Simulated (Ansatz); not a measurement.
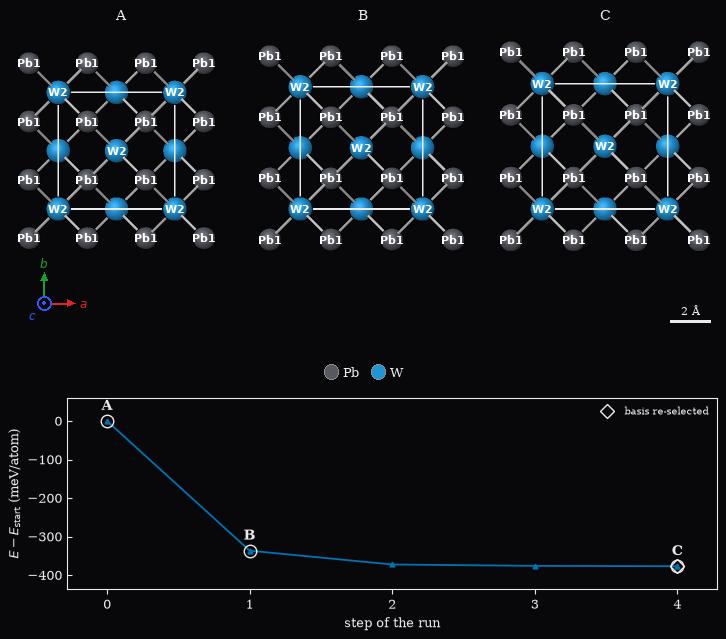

Frames of a relaxation of a crystal of PbW (a generated structure, set up in F-43m) (coarse preliminary run), marked on the history of the run. Style: ball-and-stick. Shown: the conventional cell (4 times the calculation's cell), along the c axis. Lengths and directions refer to the drawn axes.

Computed with DFT PBE, scalar-relativistic, plane waves, PAW in Ansatz 0.2.0.

Input
```yaml
crystal:
  lattice:
    - [0.0, 2.93753783, 2.93753783]
    - [2.93753783, 0.0, 2.93753783]
    - [2.93753783, 2.93753783, 0.0]
  atoms:
    - { symbol: Pb, position: [0.25, 0.25, 0.25] }
    - { symbol: W, position: [0.0, 0.0, 0.0] }
basis:
  ecutwfc: 420
kpoints:
  mp_grid: { grid: [6, 6, 6] }
hamiltonian:
  xc: pbe
scf:
  occupations: { method: gaussian, width: 0.1 }
  lower_state_search: "off"
output:
  forces: true
  stress: true
  eigenvalues: true
relax:
  adjacent_minimum: "off"
  f_tol: 0.04
  max_steps: 70
  cell: { stress_tol: 0.4 }
```

Run as
```bash
ansatz run input.yaml --threads 1 --pin off --max-ram 2560MiB --backend cpu --events-out ev --progress --plain --runs-dir out
```

Describe the path.

Answer. No atom moves by more than 0.005 Å relative to the cell. The volume changes by +24.4 %, with a = b = c 5.875 → 6.319 Å (+7.6 %). Some distances before and after: Pb1–W2 2.544 → 2.736 Å. The space group stays F-43m (No. 216). Over 3 accepted moves (4 points after the start) the energy falls by 377 meV per atom. All forces vanish by symmetry, so only the cell relaxes. The pressure goes from 23.97 to 0.02 GPa. At 1 point the geometry stayed and the basis and grid were re-selected for the new cell (energy shift of 0.9 meV per atom at most each time). From step 0 to 1: volume +15.3 %, energy −337 meV per atom. From step 1 to 4: volume +7.9 %, energy −40.4 meV per atom.
